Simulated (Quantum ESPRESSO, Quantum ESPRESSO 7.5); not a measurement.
**antimonene, 1 layer, rectangular cell: a series in strain along the first axis**

What law, if any, do the results for antimonene, 1 layer, rectangular cell follow against strain along the first axis?

Method: plane-wave DFT, PBE, GBRV ultrasoft pseudopotentials, in Quantum ESPRESSO 7.5.

### 1. The structure

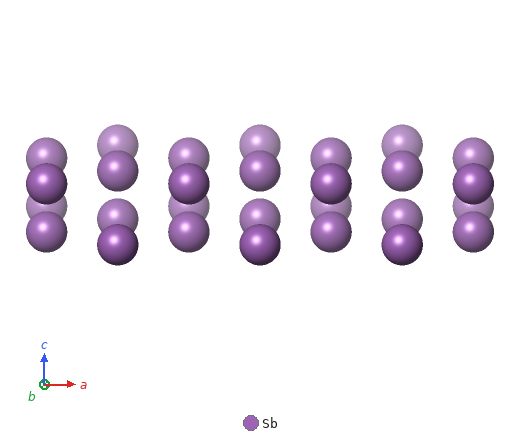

The starting structure, seen nearly edge on (antimony purple). 3×2×1 cells are drawn. Some periodic images of atoms are drawn too.

The cell holds 4 atoms: 4 Sb. Cell: a = 4.120 Å, b = 7.136 Å, c = 16.650 Å, α = 90.0°, β = 90.0°, γ = 90.0°. It derives from Sb. Vacuum lies along c.

Set-up: Cell and atoms are first relaxed; each strained cell is then held, the other axis too, and the atoms relax in it. A periodic run with 15 Å of vacuum in the starting cell gives the vacuum levels, and bands follow along a path.

Members -2, -1, 0, 1 and 2 took the same steps and show in the table alone.

### 2. Relaxing cell and ions of the reference

What the set-up leaves free in this member is relaxed.

ref.relax.in reads:

```
&control
  prefix = 'ref.relax'
  outdir = './out'
  pseudo_dir = './pseudo'
  nstep = 80
  forc_conv_thr = 0.0004
  calculation = 'vc-relax'
  etot_conv_thr = 1e-06
/
&system
  ibrav = 0
  nat = 4
  ntyp = 1
  ecutwfc = 50
  ecutrho = 250
  occupations = 'smearing'
  smearing = 'fd'
  degauss = 0.004
/
&electrons
  conv_thr = 1e-09
  mixing_beta = 0.4
  electron_maxstep = 120
  mixing_mode = 'plain'
/
&ions
/
&cell
  cell_dofree = '2Dxy'
  press_conv_thr = 0.3
/
ATOMIC_SPECIES
  Sb  121.7600  sb_pbe_v1.4.uspp.F.UPF
CELL_PARAMETERS angstrom
  4.12000000000000 0.00000000000000 0.00000000000000
  0.00000000000000 7.13604932718377 0.00000000000000
  0.00000000000000 0.00000000000000 16.65000000000000
ATOMIC_POSITIONS crystal
  Sb  0.500000000000 0.166666666600 0.450450450450
  Sb  0.000000000000 0.666666666600 0.450450450450
  Sb  0.000000000000 0.333333333400 0.549549549550
  Sb  0.500000000000 0.833333333400 0.549549549550
K_POINTS automatic
  8 4 1 0 0 0
```

On the command line:

```console
$ OMP_NUM_THREADS=1 mpirun -n 4 pw.x -nk 2 -in ref.relax.in > ref.relax.out
```

Log:

```text
Program PWSCF v.7.5 starts
[citation notice left out]

     Parallel version (MPI & OpenMP), running on       4 processor cores
     Number of MPI processes:                 4
     Threads/MPI process:                     1

     MPI processes distributed on     1 nodes
[...]
Current dimensions of program PWSCF are:
     Max number of different atomic species (ntypx) = 10
     Max number of k-points (npk) =  40000
     Max angular momentum in pseudopotentials (lmaxx) =  4
     Found identity + (  0.5000 -0.5000  0.0000) symmetry
     This is a supercell, fractional translations are disabled
     Message from routine setup:
     using ibrav=0 with symmetry is DISCOURAGED, use correct ibrav instead

     K-points division:     npool     =       2
     R & G space division:  proc/nbgrp/npool/nimage =       2
     Subspace diagonalization in iterative solution of the eigenvalue problem:
     a serial algorithm will be used

     Parallelization info
     --------------------
     sticks:   dense  smooth     PW     G-vecs:    dense   smooth      PW
     Min        1042     839    239               110268    78923   11941
     Max        1043     840    240               110275    78924   11948
     Sum        2085    1679    479               220543   157847   23889

     Using Slab Decomposition

     bravais-lattice index     =            0
     lattice parameter (alat)  =       7.7857  a.u.
     unit-cell volume          =    3303.4360 (a.u.)^3
     number of atoms/cell      =            4
     number of atomic types    =            1
     number of electrons       =        60.00
     number of Kohn-Sham states=           36
     kinetic-energy cutoff     =      50.0000  Ry
     charge density cutoff     =     250.0000  Ry
     scf convergence threshold =      1.0E-09
     mixing beta               =       0.4000
     number of iterations used =            8  plain     mixing
     energy convergence thresh.=      1.0E-06
     force convergence thresh. =      4.0E-04
     press convergence thresh. =      3.0E-01
     Exchange-correlation=  SLA  PW   PBX  PBC
                           (   1   4   3   4   0   0   0)
     nstep                     =           80

     celldm(1)=   7.785672  celldm(2)=   0.000000  celldm(3)=   0.000000
     celldm(4)=   0.000000  celldm(5)=   0.000000  celldm(6)=   0.000000

     crystal axes: (cart. coord. in units of alat)
               a(1) = (   1.000000   0.000000   0.000000 )
               a(2) = (   0.000000   1.732051   0.000000 )
               a(3) = (   0.000000   0.000000   4.041262 )

     reciprocal axes: (cart. coord. in units 2 pi/alat)
               b(1) = (  1.000000  0.000000  0.000000 )
               b(2) = (  0.000000  0.577350  0.000000 )
               b(3) = (  0.000000  0.000000  0.247447 )

     PseudoPot. # 1 for Sb read from file:
     ./pseudo/sb_pbe_v1.4.uspp.F.UPF
     Pseudo is Ultrasoft + core correction, Zval = 15.0
     Generated by new atomic code, or converted to UPF format
     Using radial grid of  891 points,  6 beta functions with:
                l(1) =   0
                l(2) =   0
                l(3) =   1
                l(4) =   1
                l(5) =   2
                l(6) =   2
     Q(r) pseudized with  8 coefficients,  rinner =    1.350   1.350   1.350
                                                       1.350   1.350

     atomic species   valence    mass     pseudopotential
     Sb               15.00   121.76000     Sb( 1.00)

      4 Sym. Ops., with inversion, found

   Cartesian axes

     site n.     atom                  positions (alat units)
         1        Sb     tau(   1) = (   0.5000000   0.2886751   1.8203883  )
         2        Sb     tau(   2) = (   0.0000000   1.1547005   1.8203883  )
         3        Sb     tau(   3) = (   0.0000000   0.5773503   2.2208738  )
         4        Sb     tau(   4) = (   0.5000000   1.4433757   2.2208738  )

     number of k points=    15  Fermi-Dirac smearing, width (Ry)=  0.0040
                       cart. coord. in units 2pi/alat
        k(    1) = (   0.0000000   0.0000000   0.0000000), wk =   0.0625000
        k(    2) = (   0.0000000   0.1443376   0.0000000), wk =   0.1250000
        k(    3) = (   0.0000000  -0.2886751   0.0000000), wk =   0.0625000
        k(    4) = (   0.1250000   0.0000000   0.0000000), wk =   0.1250000
        k(    5) = (   0.1250000   0.1443376   0.0000000), wk =   0.2500000
        k(    6) = (   0.1250000  -0.2886751   0.0000000), wk =   0.1250000
        k(    7) = (   0.2500000   0.0000000   0.0000000), wk =   0.1250000
        k(    8) = (   0.2500000   0.1443376   0.0000000), wk =   0.2500000
        k(    9) = (   0.2500000  -0.2886751   0.0000000), wk =   0.1250000
        k(   10) = (   0.3750000   0.0000000   0.0000000), wk =   0.1250000
[...]
k(   15) = (  -0.5000000  -0.2886751   0.0000000), wk =   0.0625000

     Dense  grid:   220543 G-vectors     FFT dimensions: (  40,  72, 160)

     Smooth grid:   157847 G-vectors     FFT dimensions: (  36,  64, 144)

     Estimated max dynamical RAM per process >     293.08 MB

     Estimated total dynamical RAM >       1.09 GB

     Check: negative core charge=   -0.000003

     Initial potential from superposition of free atoms

     starting charge      55.9999, renormalised to      60.0000

     negative rho (up, down):  4.603E-04 0.000E+00
     Starting wfcs are   36 randomized atomic wfcs

     total cpu time spent up to now is        2.1 secs

     per-process dynamical memory:   118.7 Mb

     Self-consistent Calculation

     iteration #  1     ecut=    50.00 Ry     beta= 0.40
     Davidson diagonalization with overlap
     ethr =  1.00E-02,  avg # of iterations =  5.9

     negative rho (up, down):  5.546E-05 0.000E+00

     total cpu time spent up to now is        8.6 secs

     total energy              =    -739.22013234 Ry
     estimated scf accuracy    <       4.45342482 Ry

     iteration #  2     ecut=    50.00 Ry     beta= 0.40
[...]
negative rho (up, down):  2.285E-05 0.000E+00

[...]
total energy              =    -739.73802653 Ry
     estimated scf accuracy    <       0.24941882 Ry

     iteration #  3     ecut=    50.00 Ry     beta= 0.40
[...]
negative rho (up, down):  5.525E-05 0.000E+00

[...]
total energy              =    -739.78416779 Ry
     estimated scf accuracy    <       0.01373301 Ry

     iteration #  4     ecut=    50.00 Ry     beta= 0.40
[...]
Forces acting on atoms (cartesian axes, Ry/au):

     atom    1 type  1   force =     0.00000000   -0.00004864    0.00096508
     atom    2 type  1   force =     0.00000000   -0.00002816    0.00095575
     atom    3 type  1   force =     0.00000000    0.00002816   -0.00095575
     atom    4 type  1   force =     0.00000000    0.00004864   -0.00096508

     Total force =     0.001922     Total SCF correction =     0.000035

     Computing stress (Cartesian axis) and pressure

     negative rho (up, down):  1.004E-04 0.000E+00
          total   stress  (Ry/bohr**3)                   (kbar)     P=       -0.36
  -0.00000107   0.00000000   0.00000000           -0.16        0.00        0.00
   0.00000000  -0.00000193   0.00000006            0.00       -0.28        0.01
   0.00000000   0.00000006  -0.00000433            0.00        0.01       -0.64

     Energy error            =      3.9E-05 Ry
     Gradient error          =      9.7E-04 Ry/Bohr
     Cell gradient error     =      2.8E-01 kbar

     number of scf cycles    =   3
     number of bfgs steps    =   2

     enthalpy           old  =    -739.7850052113 Ry
     enthalpy           new  =    -739.7850442525 Ry

     CASE: enthalpy          _new < enthalpy          _old

     new trust radius        =       0.0026445105 bohr
     new conv_thr            =            2.4E-11 Ry

     new unit-cell volume =   3301.03522 a.u.^3 (   489.16295 Ang^3 )
     density =      1.65333 g/cm^3

CELL_PARAMETERS (angstrom)
   4.118733563   0.000000000   0.000000000
   0.000000000   7.133055780   0.000000000
   0.000000000   0.000000000  16.650000000

ATOMIC_POSITIONS (crystal)
Sb               0.5000000000        0.1666436289        0.4508306014
Sb               0.0000000000        0.6666408449        0.4508301885
Sb               0.0000000000        0.3333591551        0.5491698115
Sb               0.5000000000        0.8333563711        0.5491693986

[...]
NEW-OLD atomic charge density approx. for the potential
     New effective cutoffs (rho, wfc):  250.19   50.04

     Check: negative core charge=   -0.000003

     negative rho (up, down):  1.009E-04 0.000E+00

     total cpu time spent up to now is      139.0 secs

     per-process dynamical memory:   127.2 Mb

[...]
!    total energy              =    -739.78504971 Ry
[...]
Total force =     0.000100     Total SCF correction =     0.000015
[...]
number of bfgs steps    =   3
[...]
new trust radius        =       0.0002514544 bohr
[...]
!    total energy              =    -739.78504979 Ry
[...]
Total force =     0.000074     Total SCF correction =     0.000006
[...]
Self-consistent Calculation

     iteration #  1     ecut=    50.00 Ry     beta= 0.40
     Davidson diagonalization with overlap
     c_bands:  1 eigenvalues not converged
     c_bands:  1 eigenvalues not converged
     c_bands:  1 eigenvalues not converged
     c_bands:  4 eigenvalues not converged
     c_bands:  1 eigenvalues not converged
     ethr =  1.00E-06,  avg # of iterations = 19.3

     negative rho (up, down):  1.979E-06 0.000E+00

     total cpu time spent up to now is      227.1 secs

     total energy              =    -739.10950390 Ry
     estimated scf accuracy    <       4.65898942 Ry

[...]
iteration # 13     ecut=    50.00 Ry     beta= 0.40
[...]
negative rho (up, down):  9.714E-05 0.000E+00

[...]
End of self-consistent calculation

          k = 0.0000 0.0000 0.0000 ( 19777 PWs)   bands (ev):

   -29.8644 -29.8643 -29.8570 -29.8037 -29.7936 -29.7934 -29.7635 -29.7496
   -29.7360 -29.7349 -29.7299 -29.7005 -29.7000 -29.6878 -29.6874 -29.6595
   -29.6518 -29.6113 -29.6078 -29.6077 -12.5502 -10.6338  -9.0607  -7.5974
    -4.2257  -2.8345  -2.7459  -1.8821  -1.2884  -1.2876   0.2943   0.3604
     1.1727   1.5070   2.2658   2.8830

          k = 0.0000 0.1444 0.0000 ( 19718 PWs)   bands (ev):

   -29.8633 -29.8581 -29.8566 -29.8110 -29.7925 -29.7885 -29.7805 -29.7562
   -29.7475 -29.7307 -29.7162 -29.6960 -29.6908 -29.6881 -29.6822 -29.6563
   -29.6539 -29.6166 -29.6108 -29.6083 -12.3847 -11.1745  -8.4576  -7.5999
    -4.3200  -2.6760  -2.5481  -2.3294  -1.8196  -1.6319   0.0911   0.7356
     1.5754   1.6675   1.8252   2.2835

          k = 0.0000-0.2888 0.0000 ( 19658 PWs)   bands (ev):

   -29.8608 -29.8608 -29.8353 -29.8352 -29.7897 -29.7897 -29.7750 -29.7750
   -29.7405 -29.7405 -29.7008 -29.7008 -29.6899 -29.6899 -29.6609 -29.6609
   -29.6396 -29.6395 -29.6095 -29.6095 -11.9022 -11.9021  -7.7816  -7.7816
    -3.8892  -3.8892  -2.2309  -2.2309  -1.8292  -1.8292   0.0809   0.0809
     2.1755   2.1755   2.2095   2.2095

          k = 0.1250 0.0000 0.0000 ( 19741 PWs)   bands (ev):

   -29.8636 -29.8584 -29.8572 -29.7969 -29.7925 -29.7900 -29.7604 -29.7480
   -29.7440 -29.7394 -29.7234 -29.7040 -29.6952 -29.6904 -29.6876 -29.6630
   -29.6533 -29.6146 -29.6125 -29.6081 -12.4260 -10.5059  -9.1259  -7.5966
    -4.2914  -3.2615  -2.7405  -2.3096  -1.8339  -1.5982   0.9597   1.0247
     1.2101   1.2169   1.8715   2.0224

          k = 0.1250 0.1444 0.0000 ( 19706 PWs)   bands (ev):

   -29.8626 -29.8582 -29.8508 -29.8045 -29.7915 -29.7853 -29.7787 -29.7583
   -29.7457 -29.7272 -29.7212 -29.6937 -29.6924 -29.6880 -29.6857 -29.6595
   -29.6555 -29.6230 -29.6118 -29.6086 -12.2620 -11.0592  -8.5265  -7.6201
    -4.2336  -3.3717  -3.0081  -2.2309  -1.9565  -1.7762   0.6687   0.7964
     1.5192   1.5908   2.0725   2.2242

          k = 0.1250-0.2888 0.0000 ( 19728 PWs)   bands (ev):

   -29.8605 -29.8605 -29.8297 -29.8297 -29.7876 -29.7876 -29.7744 -29.7744
   -29.7380 -29.7380 -29.7047 -29.7047 -29.6887 -29.6887 -29.6632 -29.6632
   -29.6443 -29.6443 -29.6102 -29.6102 -11.7837 -11.7836  -7.8486  -7.8486
    -3.8718  -3.8717  -2.8984  -2.8983  -1.7908  -1.7908   0.7454   0.7455
     1.6054   1.6054   2.4278   2.4278

[...]
the Fermi energy is    -0.6412 ev

!    total energy              =    -739.78503460 Ry
     estimated scf accuracy    <          1.5E-12 Ry
     smearing contrib. (-TS)   =      -0.00000010 Ry
     internal energy E=F+TS    =    -739.78503450 Ry

     The total energy is F=E-TS. E is the sum of the following terms:
     one-electron contribution =   -1798.07298246 Ry
     hartree contribution      =     909.00106859 Ry
     xc contribution           =    -176.02921342 Ry
     ewald contribution        =     325.31609279 Ry

     convergence has been achieved in  13 iterations

     negative rho (up, down):  9.714E-05 0.000E+00

     Forces acting on atoms (cartesian axes, Ry/au):

     atom    1 type  1   force =     0.00000000   -0.00000828   -0.00001452
     atom    2 type  1   force =     0.00000000   -0.00000391   -0.00001672
     atom    3 type  1   force =     0.00000000    0.00000391    0.00001672
     atom    4 type  1   force =     0.00000000    0.00000828    0.00001452

     Total force =     0.000034     Total SCF correction =     0.000010
     SCF correction compared to forces is large: reduce conv_thr to get better values

     Computing stress (Cartesian axis) and pressure

     negative rho (up, down):  9.714E-05 0.000E+00
          total   stress  (Ry/bohr**3)                   (kbar)     P=       -0.17
  -0.00000015   0.00000000   0.00000000           -0.02        0.00        0.00
   0.00000000  -0.00000090  -0.00000000            0.00       -0.13       -0.00
   0.00000000  -0.00000000  -0.00000249            0.00       -0.00       -0.37

[...]
=------------------------------------------------------------------------------=
   JOB DONE.
=------------------------------------------------------------------------------=
```

It took 4.9 min on 4 MPI ranks of Arm Neoverse V1, shared host; peak memory 1.2 GiB.

The steps of the relaxation:

| step | energy less that of the first step (eV) | largest force (eV/Å) | volume (Å³) |
| --- | --- | --- | --- |
| 1 | 0.0000 | 0.1142 | 489.52 |
| 2 | -0.0009 | 0.0714 | 489.40 |
| 3 | -0.0015 | 0.0248 | 489.25 |
| 4 | -0.0015 | 0.0013 | 489.16 |
| 5 | -0.0015 | 0.0010 | 489.15 |
| 6 | -0.0013 | 0.0004 | 489.15 |

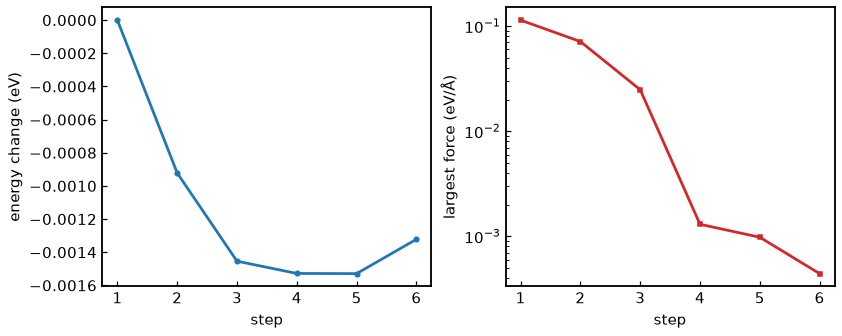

Energy and largest force along the relaxation.

| cell as run | before | after | change |
| --- | --- | --- | --- |
| a (Å) | 4.120 | 4.119 | -0.0 % |
| b (Å) | 7.136 | 7.133 | -0.0 % |

The relaxed structure:

```cif
data_structure
_symmetry_space_group_name_H-M 'P 1'
_symmetry_Int_Tables_number 1
_cell_length_a 4.1187
_cell_length_b 7.1329
_cell_length_c 16.6500
_cell_angle_alpha 90.000
_cell_angle_beta 90.000
_cell_angle_gamma 90.000
_cell_volume 489.15
loop_
_atom_site_label
_atom_site_type_symbol
_atom_site_fract_x
_atom_site_fract_y
_atom_site_fract_z
_atom_site_occupancy
Sb1 Sb 0.50000 0.16664 0.45083 1
Sb2 Sb 0.00000 0.66664 0.45083 1
Sb3 Sb 0.00000 0.33336 0.54917 1
Sb4 Sb 0.50000 0.83336 0.54917 1
```

 The last row is no step: it is a fresh SCF in the final cell with a new plane-wave basis, +0 meV from the row before.

Numbers from this step:

```
free energy  : -10065.2882 eV
Fermi energy : -0.6412 eV
```

(Part 1 of 7 ends here.)

[Logs are printed without paths, hosts, clocks, repeated set-up lines and the standing remarks that a program may print on its own settings, such as how far it seeks lower states.]

[Hosts, paths, dates, database ids (printed as entryN), source tags and the programs' standing remarks are cut or masked in the printed files.]

[Maps of the electrostatic potential energy from Ansatz leave out the sawtooth potential of an applied field or a dipole correction, so their vacuum need not be flat; planar profiles and work functions include it.]
